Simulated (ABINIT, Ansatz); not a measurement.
# CsCaBr3 (Pm-3m): zone-centre phonons, part 2 of 3

Wanted: the vibrations of CsCaBr3 (Pm-3m) at Γ, by two programs.

ABINIT 10.8.3; DFT LDA, scalar-relativistic, plane waves, PseudoDojo norm-conserving pseudopotentials.

So far. Step 5 (Linear response at Γ): The acoustic modes at Γ come out as far as 0.9 cm⁻¹ from zero, where they should vanish, a small numerical error; the Born charges miss their sum rule by 0.013 e, which is good. The relaxed cell has a = 5.526 Å (conventional setting).

### 6. Zone-centre analysis

anaddb reads the merged derivatives, imposes the acoustic sum rule and charge neutrality, and adds the LO-TO term along chosen directions.

The input, anaddb.abi:

```
ddb_filepath "gamma_DDB"
output_file "anaddb.abo"
outdata_prefix "anaddb"
asr 1
chneut 1
enunit 2
eivec 1
nph1l 1
qph1l 0.0 0.0 0.0 1.0
dieflag 1
nph2l 3
qph2l 
    1.0 0.0 0.0 0.0
    0.0 0.0 1.0 0.0
    1.0 1.0 1.0 0.0
```

The input, mrgddb.in:

```
gamma_DDB
merged
2
dfpt_gammao_DS2_DDB
gso_DDB
```

Run with:

```bash
$ mrgddb < mrgddb.in > mrgddb.log
$ OMP_NUM_THREADS=1 anaddb anaddb.abi > anaddb.log
```

anaddb.abo, the main output file:

```text
[banners, grids, parts of the stress and lines that vanish by symmetry left out]
-outvars_anaddb: echo values of input variables ----------------------

 Flags :
[...]
Dielectric Tensor and Effective Charges
[...]
Effective charge tensors after
[...]
Phonon wavevector (reduced coordinates) :  0.00000  0.00000  0.00000
 Phonon energies in Hartree :
[...]
Phonon energies in meV     :
-  0.000000E+00  0.000000E+00  0.000000E+00  4.168557E+00  4.168557E+00
-  4.168557E+00  4.466084E+00  4.466084E+00  4.466084E+00  8.290113E+00
-  8.290113E+00  8.290113E+00  2.878911E+01  2.878911E+01  2.878911E+01
 Phonon frequencies in cm-1    :
-  0.000000E+00  0.000000E+00  0.000000E+00  3.362168E+01  3.362168E+01
-  3.362168E+01  3.602140E+01  3.602140E+01  3.602140E+01  6.686427E+01
-  6.686427E+01  6.686427E+01  2.321998E+02  2.321998E+02  2.321998E+02
 Phonon frequencies in Thz     :
-  0.000000E+00  0.000000E+00  0.000000E+00  1.007953E+00  1.007953E+00
-  1.007953E+00  1.079894E+00  1.079894E+00  1.079894E+00  2.004540E+00
-  2.004540E+00  2.004540E+00  6.961176E+00  6.961176E+00  6.961176E+00
 Phonon energies in Kelvin  :
-  0.000000E+00  0.000000E+00  0.000000E+00  4.837410E+01  4.837410E+01
-  4.837410E+01  5.182676E+01  5.182676E+01  5.182676E+01  9.620276E+01
-  9.620276E+01  9.620276E+01  3.340837E+02  3.340837E+02  3.340837E+02
[...]
-  1  0.00000000E+00  0.00000000E+00  1.15293508E-03
-     0.00000000E+00  0.00000000E+00  0.00000000E+00
-  2  0.00000000E+00  0.00000000E+00  1.15293603E-03
-     0.00000000E+00  0.00000000E+00  0.00000000E+00
-  3  0.00000000E+00  0.00000000E+00  1.15293618E-03
-     0.00000000E+00  0.00000000E+00  0.00000000E+00
-  4  0.00000000E+00  0.00000000E+00  1.15293618E-03
-     0.00000000E+00  0.00000000E+00  0.00000000E+00
-  5  0.00000000E+00  0.00000000E+00  1.15293604E-03
-     0.00000000E+00  0.00000000E+00  0.00000000E+00
[...]
-  1  0.00000000E+00 -1.15293508E-03  0.00000000E+00
-     0.00000000E+00  0.00000000E+00  0.00000000E+00
-  2  0.00000000E+00 -1.15293603E-03  0.00000000E+00
-     0.00000000E+00  0.00000000E+00  0.00000000E+00
-  3  0.00000000E+00 -1.15293604E-03  0.00000000E+00
-     0.00000000E+00  0.00000000E+00  0.00000000E+00
-  4  0.00000000E+00 -1.15293618E-03  0.00000000E+00
-     0.00000000E+00  0.00000000E+00  0.00000000E+00
-  5  0.00000000E+00 -1.15293618E-03  0.00000000E+00
-     0.00000000E+00  0.00000000E+00  0.00000000E+00
[...]
-  1  1.15293508E-03  0.00000000E+00  0.00000000E+00
-     0.00000000E+00  0.00000000E+00  0.00000000E+00
-  2  1.15293603E-03  0.00000000E+00  0.00000000E+00
-     0.00000000E+00  0.00000000E+00  0.00000000E+00
-  3  1.15293618E-03  0.00000000E+00  0.00000000E+00
-     0.00000000E+00  0.00000000E+00  0.00000000E+00
-  4  1.15293604E-03  0.00000000E+00  0.00000000E+00
-     0.00000000E+00  0.00000000E+00  0.00000000E+00
[...]
-  5 -1.02208955E-04  0.00000000E+00  0.00000000E+00
-     0.00000000E+00  0.00000000E+00  0.00000000E+00
[...]
-     1         -0.000000    -0.000000    -0.000001     0.000001
-     2         -0.000000     0.000001    -0.000000     0.000001
[...]
-   1     Real    0.0000E+00  0.0000E+00  0.0000E+00  0.0000E+00  0.0000E+00  0.0000E+00  0.0000E+00
[...]
-   2     Real    0.0000E+00  0.0000E+00  0.0000E+00  0.0000E+00  0.0000E+00  0.0000E+00  0.0000E+00
[...]
-   3     Real    0.0000E+00  0.0000E+00  0.0000E+00  0.0000E+00  0.0000E+00  0.0000E+00  0.0000E+00
[...]
-   4     Real    0.0000E+00  0.0000E+00  1.5820E-05  0.0000E+00  3.9926E-12  3.1028E-11  1.5820E-05
[...]
-   5     Real    0.0000E+00  1.5820E-05  0.0000E+00  5.4887E-11  0.0000E+00 -3.1028E-11  1.5820E-05
[...]
-   6     Real    1.5820E-05  0.0000E+00  0.0000E+00 -5.4887E-11 -3.9925E-12  0.0000E+00  1.5820E-05
[...]
-   7     Real    0.0000E+00  0.0000E+00  0.0000E+00  0.0000E+00  0.0000E+00  0.0000E+00  0.0000E+00
[...]
-   8     Real    0.0000E+00  0.0000E+00  0.0000E+00  0.0000E+00  0.0000E+00  0.0000E+00  0.0000E+00
[...]
-   9     Real    0.0000E+00  0.0000E+00  0.0000E+00  0.0000E+00  0.0000E+00  0.0000E+00  0.0000E+00
[...]
-  10     Real    0.0000E+00  0.0000E+00  9.5796E-06  0.0000E+00  3.4127E-12 -6.9563E-11  9.5796E-06
[...]
-  11     Real    0.0000E+00  9.5796E-06  0.0000E+00 -3.4431E-11  0.0000E+00  6.9563E-11  9.5796E-06
[...]
-  12     Real    9.5796E-06  0.0000E+00  0.0000E+00  3.4431E-11 -3.4124E-12  0.0000E+00  9.5796E-06
[...]
-  13     Real    0.0000E+00  0.0000E+00  1.0576E-04  0.0000E+00  0.0000E+00  0.0000E+00  1.0576E-04
[...]
-  14     Real    0.0000E+00  1.0576E-04  0.0000E+00  4.0829E-11  0.0000E+00  0.0000E+00  1.0576E-04
[...]
-  15     Real    1.0576E-04  0.0000E+00  0.0000E+00 -4.0829E-11  0.0000E+00  0.0000E+00  1.0576E-04
[...]
Phonon at Gamma, with non-analyticity in the
[...]
Phonon energies in Hartree :
[...]
Phonon energies in meV     :
[...]
Phonon frequencies in cm-1    :
[...]
Phonon frequencies in Thz     :
[...]
Phonon energies in Kelvin  :
[...]
-  5.182676E+01  5.182676E+01  5.182676E+01  6.994570E+01  9.620276E+01
-  9.620276E+01  1.138001E+02  3.340837E+02  3.340837E+02  3.859023E+02
[...]
-  1  0.00000000E+00  0.00000000E+00  1.15293508E-03
-     0.00000000E+00  0.00000000E+00  0.00000000E+00
-  2  0.00000000E+00  0.00000000E+00  1.15293603E-03
-     0.00000000E+00  0.00000000E+00  0.00000000E+00
-  3  0.00000000E+00  0.00000000E+00  1.15293618E-03
-     0.00000000E+00  0.00000000E+00  0.00000000E+00
-  4  0.00000000E+00  0.00000000E+00  1.15293618E-03
-     0.00000000E+00  0.00000000E+00  0.00000000E+00
-  5  0.00000000E+00  0.00000000E+00  1.15293604E-03
-     0.00000000E+00  0.00000000E+00  0.00000000E+00
[...]
Phonon at Gamma, with non-analyticity in the
[...]
Phonon energies in Hartree :
[...]
Phonon energies in meV     :
-  0.000000E+00  0.000000E+00  0.000000E+00  4.168557E+00  4.168557E+00
-  4.466084E+00  4.466084E+00  4.466084E+00  6.027454E+00  8.290113E+00
-  8.290113E+00  9.806538E+00  2.878911E+01  2.878911E+01  3.325449E+01
 Phonon frequencies in cm-1    :
-  0.000000E+00  0.000000E+00  0.000000E+00  3.362168E+01  3.362168E+01
[...]
Phonon frequencies in Thz     :
[...]
Phonon energies in Kelvin  :
[...]
Phonon at Gamma, with non-analyticity in the
[...]
Phonon energies in Hartree :
[...]
Phonon energies in meV     :
[...]
Phonon frequencies in cm-1    :
[...]
Phonon frequencies in Thz     :
[...]
Phonon energies in Kelvin  :
[...]
-  5.182676E+01  5.182676E+01  5.182676E+01  6.994570E+01  9.620276E+01
-  9.620276E+01  1.138001E+02  3.340837E+02  3.340837E+02  3.859023E+02
[...]
-  4  1.31952299E-03  5.12268789E-05  3.14408369E-05
-     0.00000000E+00  0.00000000E+00  0.00000000E+00
-  5 -8.26677158E-05  5.12268789E-05 -5.01851379E-04
-     0.00000000E+00  0.00000000E+00  0.00000000E+00
[...]
Direction                     Dielectric constant
[...]
0.00000   0.00000   1.00000     12.93555816
   1.00000   1.00000   1.00000     12.93555816
-
```

It took 0.52 s on 1 thread of Arm Neoverse V1, shared host.

Numbers from this step:

| Property | Result |
| --- | --- |
| mean static dielectric constant | 12.94 |
| highest mode moved by the LO-TO term | 268.2 cm⁻¹ |

No LO-TO term; unit eigenvectors of the mass-weighted matrix, from anaddb's displacements. Modes at Γ, with each element's share of the kinetic energy:

| mode | frequency (cm⁻¹) | symmetry | Cs % | Ca % | Br % |
| --- | --- | --- | --- | --- | --- |
| 1 | 0.0 | acoustic | 32 | 10 | 58 |
| 2 | 0.0 | acoustic | 32 | 10 | 58 |
| 3 | 0.0 | acoustic | 32 | 10 | 58 |
| 4 | 33.6 | T1u | 66 | 2 | 32 |
| 5 | 33.6 | T1u | 66 | 2 | 32 |
| 6 | 33.6 | T1u | 66 | 2 | 32 |
| 7 | 36.0 | T2u | 0 | 0 | 100 |
| 8 | 36.0 | T2u | 0 | 0 | 100 |
| 9 | 36.0 | T2u | 0 | 0 | 100 |
| 10 | 66.9 | T1u | 2 | 28 | 70 |
| 11 | 66.9 | T1u | 2 | 28 | 70 |
| 12 | 66.9 | T1u | 2 | 28 | 70 |
| 13 | 232.2 | T1u | 0 | 61 | 39 |
| 14 | 232.2 | T1u | 0 | 61 | 39 |
| 15 | 232.2 | T1u | 0 | 61 | 39 |

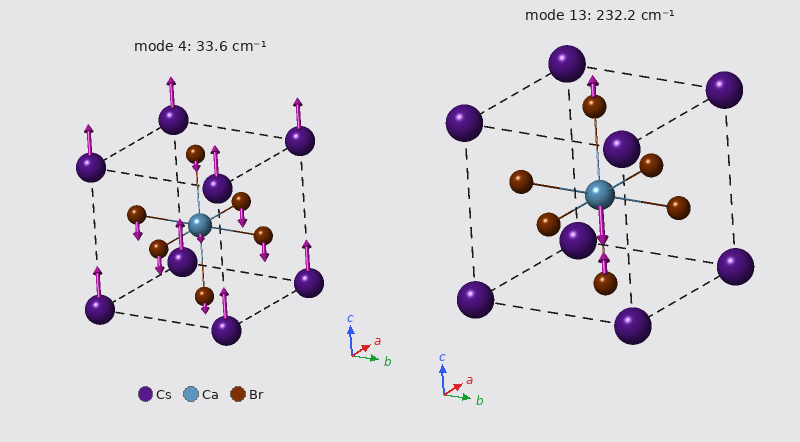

Displacement patterns of modes 4 and 13 at Γ; arrows are exaggerated. Some periodic images of atoms are drawn too.

Trace of the oscillator strength, degenerate modes summed. Infrared lines, with heights relative to the strongest:

| position (cm⁻¹) | lines merged | IR intensity, relative |
| --- | --- | --- |
| 34 | 3 | 15 |
| 36 | 3 | 0.0 |
| 67 | 3 | 9.1 |
| 232 | 3 | 100 |

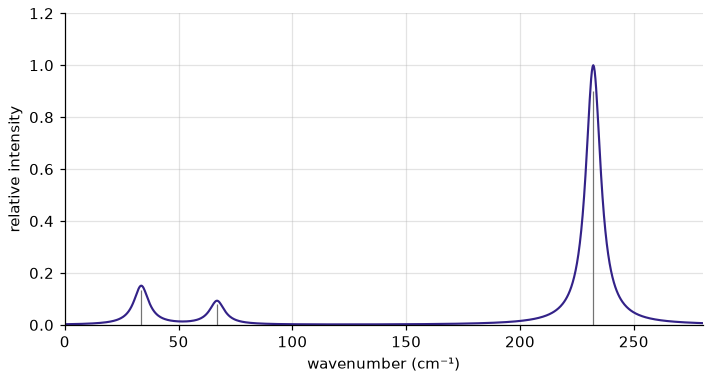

The infrared spectrum, broadened with Lorentzians of width 8 cm⁻¹; bars mark the lines.

Static dielectric tensor (ions relaxed, fixed cell):

```
12.94  0.00  0.00
 0.00 12.94  0.00
 0.00  0.00 12.94
```

The rule moves no optical mode by more than 0.1 cm⁻¹.

### 7. Sum rules set otherwise (asr 0)

Without the rule the raw error of the acoustic modes shows.

Changes to anaddb.abi since step 6:

```diff
@@ -3,4 +3,4 @@
 outdata_prefix "anaddb"
-asr 1
-chneut 1
+asr 0
+chneut 0
 enunit 2
```

mrgddb.in is that of step 6.

anaddb.abo, the main output file:

```text
[banners, grids, parts of the stress and lines that vanish by symmetry left out]
-outvars_anaddb: echo values of input variables ----------------------

 Flags :
[...]
Dielectric Tensor and Effective Charges
[...]
Effective charge tensors after
[...]
Phonon wavevector (reduced coordinates) :  0.00000  0.00000  0.00000
 Phonon energies in Hartree :
[...]
Phonon energies in meV     :
-  1.182587E-01  1.182587E-01  1.182587E-01  4.168846E+00  4.168846E+00
-  4.168846E+00  4.466110E+00  4.466110E+00  4.466110E+00  8.292512E+00
-  8.292512E+00  8.292512E+00  2.879062E+01  2.879062E+01  2.879062E+01
 Phonon frequencies in cm-1    :
-  9.538206E-01  9.538208E-01  9.538211E-01  3.362401E+01  3.362401E+01
-  3.362401E+01  3.602161E+01  3.602161E+01  3.602161E+01  6.688362E+01
-  6.688362E+01  6.688362E+01  2.322120E+02  2.322120E+02  2.322120E+02
 Phonon frequencies in Thz     :
-  2.859482E-02  2.859483E-02  2.859484E-02  1.008023E+00  1.008023E+00
-  1.008023E+00  1.079901E+00  1.079901E+00  1.079901E+00  2.005121E+00
-  2.005121E+00  2.005121E+00  6.961542E+00  6.961542E+00  6.961542E+00
 Phonon energies in Kelvin  :
-  1.372335E+00  1.372335E+00  1.372336E+00  4.837745E+01  4.837745E+01
-  4.837745E+01  5.182706E+01  5.182706E+01  5.182706E+01  9.623061E+01
-  9.623061E+01  9.623061E+01  3.341013E+02  3.341013E+02  3.341013E+02
[...]
-  1  0.00000000E+00  0.00000000E+00  1.15356109E-03
-     0.00000000E+00  0.00000000E+00  0.00000000E+00
-  2  0.00000000E+00  0.00000000E+00  1.15200047E-03
-     0.00000000E+00  0.00000000E+00  0.00000000E+00
-  3  0.00000000E+00  0.00000000E+00  1.15297802E-03
-     0.00000000E+00  0.00000000E+00  0.00000000E+00
-  4  0.00000000E+00  0.00000000E+00  1.15297802E-03
-     0.00000000E+00  0.00000000E+00  0.00000000E+00
-  5  0.00000000E+00  0.00000000E+00  1.15227971E-03
-     0.00000000E+00  0.00000000E+00  0.00000000E+00
[...]
-  1  0.00000000E+00  1.15356109E-03  0.00000000E+00
-     0.00000000E+00  0.00000000E+00  0.00000000E+00
-  2  0.00000000E+00  1.15200047E-03  0.00000000E+00
-     0.00000000E+00  0.00000000E+00  0.00000000E+00
-  3  0.00000000E+00  1.15227971E-03  0.00000000E+00
-     0.00000000E+00  0.00000000E+00  0.00000000E+00
-  4  0.00000000E+00  1.15297802E-03  0.00000000E+00
-     0.00000000E+00  0.00000000E+00  0.00000000E+00
-  5  0.00000000E+00  1.15297802E-03  0.00000000E+00
-     0.00000000E+00  0.00000000E+00  0.00000000E+00
[...]
-  1  1.15356109E-03  0.00000000E+00  0.00000000E+00
-     0.00000000E+00  0.00000000E+00  0.00000000E+00
-  2  1.15200047E-03  0.00000000E+00  0.00000000E+00
-     0.00000000E+00  0.00000000E+00  0.00000000E+00
-  3  1.15297802E-03  0.00000000E+00  0.00000000E+00
-     0.00000000E+00  0.00000000E+00  0.00000000E+00
-  4  1.15227971E-03  0.00000000E+00  0.00000000E+00
-     0.00000000E+00  0.00000000E+00  0.00000000E+00
[...]
-  5 -1.02191715E-04  0.00000000E+00  0.00000000E+00
-     0.00000000E+00  0.00000000E+00  0.00000000E+00
[...]
-     1         -0.000000    -0.000000    -0.005883     0.005883
-     2         -0.000000    -0.005883     0.000000     0.005883
[...]
-   1     Real    0.0000E+00  0.0000E+00  2.2997E-10  0.0000E+00  0.0000E+00  0.0000E+00  2.2997E-10
[...]
-   2     Real    0.0000E+00  2.2997E-10  0.0000E+00  0.0000E+00  0.0000E+00  0.0000E+00  2.2997E-10
[...]
-   3     Real    2.2997E-10  0.0000E+00  0.0000E+00  0.0000E+00  0.0000E+00  0.0000E+00  2.2997E-10
[...]
-   4     Real    0.0000E+00  0.0000E+00  1.5853E-05  0.0000E+00  0.0000E+00  3.5109E-11  1.5853E-05
[...]
-   5     Real    0.0000E+00  1.5853E-05  0.0000E+00  1.0991E-11  0.0000E+00 -3.5109E-11  1.5853E-05
[...]
-   6     Real    1.5853E-05  0.0000E+00  0.0000E+00 -1.0991E-11  0.0000E+00  0.0000E+00  1.5853E-05
[...]
-   7     Real    0.0000E+00  0.0000E+00  0.0000E+00  0.0000E+00  0.0000E+00  0.0000E+00  0.0000E+00
[...]
-   8     Real    0.0000E+00  0.0000E+00  0.0000E+00  0.0000E+00  0.0000E+00  0.0000E+00  0.0000E+00
[...]
-   9     Real    0.0000E+00  0.0000E+00  0.0000E+00  0.0000E+00  0.0000E+00  0.0000E+00  0.0000E+00
[...]
-  10     Real    0.0000E+00  0.0000E+00  9.5516E-06  0.0000E+00  1.6067E-12 -8.7270E-11  9.5516E-06
[...]
-  11     Real    0.0000E+00  9.5516E-06  0.0000E+00  1.7914E-12  0.0000E+00  8.7270E-11  9.5516E-06
[...]
-  12     Real    9.5516E-06  0.0000E+00  0.0000E+00 -1.7914E-12 -1.6068E-12  0.0000E+00  9.5516E-06
[...]
-  13     Real    0.0000E+00  0.0000E+00  1.0569E-04  0.0000E+00  0.0000E+00  0.0000E+00  1.0569E-04
[...]
-  14     Real    0.0000E+00  1.0569E-04  0.0000E+00  4.6220E-12  0.0000E+00  0.0000E+00  1.0569E-04
[...]
-  15     Real    1.0569E-04  0.0000E+00  0.0000E+00 -4.6220E-12  0.0000E+00  0.0000E+00  1.0569E-04
[...]
Phonon at Gamma, with non-analyticity in the
[...]
Phonon energies in Hartree :
[...]
Phonon energies in meV     :
[...]
Phonon frequencies in cm-1    :
[...]
Phonon frequencies in Thz     :
[...]
Phonon energies in Kelvin  :
[...]
-  5.182706E+01  5.182706E+01  5.182706E+01  7.000366E+01  9.623061E+01
-  9.623061E+01  1.138016E+02  3.341013E+02  3.341013E+02  3.858846E+02
[...]
-  1  0.00000000E+00  0.00000000E+00  1.15356109E-03
-     0.00000000E+00  0.00000000E+00  0.00000000E+00
-  2  0.00000000E+00  0.00000000E+00  1.15200047E-03
-     0.00000000E+00  0.00000000E+00  0.00000000E+00
-  3  0.00000000E+00  0.00000000E+00  1.15297802E-03
-     0.00000000E+00  0.00000000E+00  0.00000000E+00
-  4  0.00000000E+00  0.00000000E+00  1.15297802E-03
-     0.00000000E+00  0.00000000E+00  0.00000000E+00
-  5  0.00000000E+00  0.00000000E+00  1.15227971E-03
-     0.00000000E+00  0.00000000E+00  0.00000000E+00
[...]
Phonon at Gamma, with non-analyticity in the
[...]
Phonon energies in Hartree :
[...]
Phonon energies in meV     :
-  1.182587E-01  1.182587E-01  1.188706E-01  4.168846E+00  4.168846E+00
-  4.466110E+00  4.466110E+00  4.466110E+00  6.032449E+00  8.292512E+00
-  8.292512E+00  9.806661E+00  2.879062E+01  2.879062E+01  3.325296E+01
 Phonon frequencies in cm-1    :
-  9.538208E-01  9.538211E-01  9.587560E-01  3.362401E+01  3.362401E+01
[...]
Phonon frequencies in Thz     :
[...]
Phonon energies in Kelvin  :
[...]
Phonon at Gamma, with non-analyticity in the
[...]
Phonon energies in Hartree :
[...]
Phonon energies in meV     :
[...]
Phonon frequencies in cm-1    :
[...]
Phonon frequencies in Thz     :
[...]
Phonon energies in Kelvin  :
[...]
-  5.182706E+01  5.182706E+01  5.182706E+01  7.000366E+01  9.623061E+01
-  9.623061E+01  1.138016E+02  3.341013E+02  3.341013E+02  3.858846E+02
[...]
-  4  1.31937331E-03  5.12189292E-05  3.14347221E-05
-     0.00000000E+00  0.00000000E+00  0.00000000E+00
-  5 -8.26536514E-05  5.12189292E-05 -5.01782229E-04
-     0.00000000E+00  0.00000000E+00  0.00000000E+00
[...]
Direction                     Dielectric constant
[...]
0.00000   0.00000   1.00000     12.94548761
   1.00000   1.00000   1.00000     12.94548761
-
```

Run time: 0.5 s. Hardware: 1 thread.

This step gave:

```
mean static dielectric constant : 12.95
```

Zone-centre frequencies as printed; negative means imaginary. Modes:

| mode | frequency (cm⁻¹) |
| --- | --- |
| 1 | 0.95 |
| 2 | 0.95 |
| 3 | 0.95 |
| 4 | 33.62 |
| 5 | 33.62 |
| 6 | 33.62 |
| 7 | 36.02 |
| 8 | 36.02 |
| 9 | 36.02 |
| 10 | 66.88 |
| 11 | 66.88 |
| 12 | 66.88 |
| 13 | 232.2 |
| 14 | 232.2 |
| 15 | 232.2 |

(Part 2 of 3 ends here.)

[Host names and launcher messages were left out of these logs when they were recorded.]

[Logs are printed without paths, hosts, clocks, repeated set-up lines and the standing remarks that a program may print on its own settings, such as how far it seeks lower states.]

[Hosts, paths, dates, database ids (printed as entryN), source tags and the programs' standing remarks are cut or masked in the printed files.]
